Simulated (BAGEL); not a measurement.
# UHF/6-31G(d) (density fitting with qzvpp-jkfit, spherical functions) run of CH5SSi (SMILES C[SiH2][S])

What is the energy change on altering one bond length of CH5SSi at UHF/6-31G* (density fitting with qzvpp-jkfit, spherical functions)? 

The calculation is run with BAGEL 1.2.2.

## (1) Starting point

CH5SSi: 8 atoms, total charge 0, spin state doublet. SMILES: `C[SiH2][S]`. The coordinates come from a PBE0-D4/def2-TZVP relaxation.

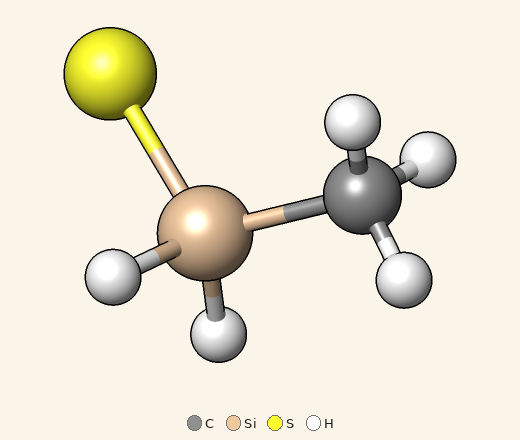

The structure, seen from a chosen angle (carbon grey, silicon light orange, sulfur yellow, hydrogen white).

## (2) A single-point energy at UHF/6-31G(d) (density fitting with qzvpp-jkfit, spherical functions)

hf.json

```json
{ "bagel": [

{
  "title": "molecule",
  "basis": "6-31gs.json",
  "df_basis": "qzvpp-jkfit",
  "angstrom": true,
  "geometry": [
    { "atom": "C", "xyz": [   -0.598700,    0.798100,   -0.213000 ] },
    { "atom": "Si", "xyz": [    0.427600,   -0.729400,    0.083900 ] },
    { "atom": "S", "xyz": [    1.890200,   -0.504100,    1.609200 ] },
    { "atom": "H", "xyz": [   -1.299400,    0.628400,   -1.035300 ] },
    { "atom": "H", "xyz": [    0.038500,    1.647400,   -0.466400 ] },
    { "atom": "H", "xyz": [   -1.175300,    1.055400,    0.678100 ] },
    { "atom": "H", "xyz": [    1.258500,   -1.063000,   -1.109700 ] },
    { "atom": "H", "xyz": [   -0.449100,   -1.890100,    0.397300 ] }
  ]
},
{
  "title": "uhf",
  "nopen": 1
},
{
  "title": "print",
  "file": "orbitals.molden",
  "orbitals": true
}

]}
```

The basis set 6-31G* is read from a file made from the Basis Set Exchange's data (not shown).

On the command line:

```console
$ BAGEL_NUM_THREADS=1 BAGEL hf.json > hf.out
```

What it wrote:

```text
* using 1 threads per process

  ===============================================================
  ===============================================================

  *** Geometry ***

  { "atom" : "C", "xyz" : [     -1.131379,      1.508190,     -0.402512 ] },
  { "atom" : "Si", "xyz" : [      0.808047,     -1.378366,      0.158548 ] },
  { "atom" : "S", "xyz" : [      3.571960,     -0.952611,      3.040947 ] },
  { "atom" : "H", "xyz" : [     -2.455510,      1.187504,     -1.956433 ] },
  { "atom" : "H", "xyz" : [      0.072754,      3.113135,     -0.881368 ] },
  { "atom" : "H", "xyz" : [     -2.220995,      1.994417,      1.281423 ] },
  { "atom" : "H", "xyz" : [      2.378220,     -2.008779,     -2.097029 ] },
  { "atom" : "H", "xyz" : [     -0.848676,     -3.571771,      0.750788 ] },

  Number of auxiliary basis functions:      421

  Since a DF basis is specified, we compute 2- and 3-index integrals:
    o Being stored without compression. Storage requirement is 0.012 GB

  Number of basis functions:       60
  Number of electrons      :       41

    * METHOD: MOLECULE                             0.13

  *** Open-shell HF ***

  === Nuclear Repulsion ===
   139.4233503093

      * DIIS with orbital gradients will be used.

  === UHF iteration (6-31gs.json) ===
      0       -727.11427617          0.02815835           0.06
      1       -727.19915346          0.01041935           0.06
      2       -727.21252410          0.00431223           0.06
      3       -727.21476199          0.00128394           0.06
      4       -727.21532717          0.00025141           0.06
      5       -727.21537261          0.00012079           0.06
      6       -727.21539182          0.00006974           0.06
      7       -727.21540013          0.00005659           0.06
      8       -727.21540988          0.00004184           0.06
      9       -727.21541332          0.00004002           0.06
[... 19 lines of this table left out ...]
     29       -727.21552738          0.00000005           0.06
     30       -727.21552738          0.00000003           0.06
     31       -727.21552738          0.00000002           0.06
     32       -727.21552738          0.00000001           0.06
    * SCF iteration converged.

    * S^2 (UHF) is 0.7573

    * Permanent dipole moment:
           (    0.628182,    -0.206326,     0.457199) a.u.

    * METHOD: UHF                                  2.03

    * METHOD: PRINT                                0.01

  ===============================================================
```

Run time: 2.3 s. Hardware: 1 thread of Arm Neoverse V2, shared host; peak memory 0.082 GiB.

## (3) The distorted shape at the same level

input.json

```json
{ "bagel": [

{
  "title": "molecule",
  "basis": "6-31gs.json",
  "df_basis": "qzvpp-jkfit",
  "angstrom": true,
  "geometry": [
    { "atom": "C", "xyz": [      -0.906606,       1.256374,      -0.302075 ] },
    { "atom": "Si", "xyz": [       0.427600,      -0.729400,       0.083900 ] },
    { "atom": "S", "xyz": [       1.890200,      -0.504100,       1.609200 ] },
    { "atom": "H", "xyz": [      -1.607306,       1.086674,      -1.124375 ] },
    { "atom": "H", "xyz": [      -0.269406,       2.105674,      -0.555475 ] },
    { "atom": "H", "xyz": [      -1.483206,       1.513674,       0.589025 ] },
    { "atom": "H", "xyz": [       1.258500,      -1.063000,      -1.109700 ] },
    { "atom": "H", "xyz": [      -0.449100,      -1.890100,       0.397300 ] }
  ]
},

{ "title": "uhf", "nopen": 1 },

{ "title": "print", "file": "orbitals.molden", "orbitals": true }

]}
```

The basis set 6-31G* is read from a file made from the Basis Set Exchange's data (not shown).

On the command line:

```console
$ BAGEL_NUM_THREADS=1 BAGEL input.json > input.out
```

What it wrote:

```text
* using 1 threads per process

  ===============================================================
  ===============================================================

  *** Geometry ***

  { "atom" : "C", "xyz" : [     -1.713237,      2.374203,     -0.570839 ] },
  { "atom" : "Si", "xyz" : [      0.808047,     -1.378366,      0.158548 ] },
  { "atom" : "S", "xyz" : [      3.571960,     -0.952611,      3.040947 ] },
  { "atom" : "H", "xyz" : [     -3.037368,      2.053516,     -2.124761 ] },
  { "atom" : "H", "xyz" : [     -0.509104,      3.979147,     -1.049696 ] },
  { "atom" : "H", "xyz" : [     -2.802853,      2.860429,      1.113096 ] },
  { "atom" : "H", "xyz" : [      2.378220,     -2.008779,     -2.097029 ] },
  { "atom" : "H", "xyz" : [     -0.848676,     -3.571771,      0.750788 ] },

  Number of auxiliary basis functions:      421

  Since a DF basis is specified, we compute 2- and 3-index integrals:
    o Being stored without compression. Storage requirement is 0.012 GB

  Number of basis functions:       60
  Number of electrons      :       41

    * METHOD: MOLECULE                             0.13

  *** Open-shell HF ***

  === Nuclear Repulsion ===
   129.2455472330

      * DIIS with orbital gradients will be used.

  === UHF iteration (6-31gs.json) ===
      0       -727.03304242          0.03177546           0.06
      1       -727.13332302          0.01496849           0.05
      2       -727.15425043          0.00779063           0.05
      3       -727.16006492          0.00149551           0.06
      4       -727.16081769          0.00029206           0.06
      5       -727.16086995          0.00012736           0.06
      6       -727.16088986          0.00005944           0.06
      7       -727.16089680          0.00004850           0.06
      8       -727.16090488          0.00003727           0.06
      9       -727.16090821          0.00003542           0.06
[... 32 lines of this table left out ...]
     42       -727.16102330          0.00000003           0.06
     43       -727.16102330          0.00000002           0.06
     44       -727.16102330          0.00000001           0.06
     45       -727.16102330          0.00000001           0.06
    * SCF iteration converged.

    * S^2 (UHF) is 0.7583

    * Permanent dipole moment:
           (    0.461685,    -0.019424,     0.394402) a.u.

    * METHOD: UHF                                  2.73

    * METHOD: PRINT                                0.01

  ===============================================================
```

Wall time 3.3 s (1 thread of Arm Neoverse V2, shared host); peak memory 0.081 GiB.

## (4) Results

Level: UHF/6-31G* (density fitting with qzvpp-jkfit, spherical functions).

```
                                                          quantity          value
                                         first shape: total energy  -727.21553 Eh
                                        first shape: dipole moment         2.04 D
                                                 first shape: ⟨S²⟩          0.757
                                     distorted shape: total energy  -727.16102 Eh
                                    distorted shape: dipole moment         1.54 D
                                             distorted shape: ⟨S²⟩          0.758
energy change with the C1–Si2 bond stretched from 1.864 to 2.423 Å       1.483 eV
```

In words: With the C1–Si2 bond stretched from 1.864 to 2.423 Å the energy rises by 1.48 eV (143 kJ/mol). The first shape isn't relaxed at this level, so the change isn't measured from a minimum.
